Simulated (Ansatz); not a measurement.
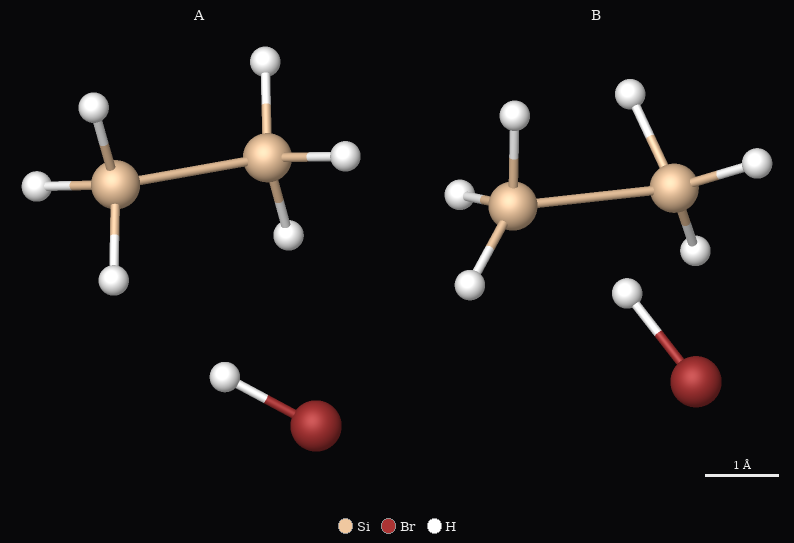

Two geometries of Si2H7Br (started from a transition state, displaced along its imaginary mode), drawn at one scale. One is the start of a relaxation, the other its converged end. Style: ball-and-stick. Shown at a tilt.

All numbers below come from RKS PBE0-D4/def2-TZVP (Ansatz 0.2.0). Settings: force threshold 0.005 eV/Å; at most 200 steps.

**Which of the two is the end point?**

Structure A is the relaxed one. After 18 geometry steps the energy has fallen by 98.3 kJ/mol. Largest force component: 0.94 eV/Å at the start, 0.00051 eV/Å at the end. The forces were under the threshold at step 15, but the run went on from there. The atom that moves furthest after the best rigid fit is an H atom (1.33 Å). Largest moves by element: H 1.33 Å, Br 0.69 Å, Si 0.48 Å. Some distances before and after: H–Si 1.854 → 3.572 Å, H–Si 1.974 → 3.147 Å, Br–Si 2.970 → 4.113 Å, Br–Si 3.499 → 4.361 Å. Bond angles that change, for instance: Si–Si–H 80.8° → 108.7°, H–Si–Si 130.9° → 111.0°, H–Si–Si 96.0° → 110.8°. The run took 46 s on 4 threads of Arm Neoverse V2 (shared host).
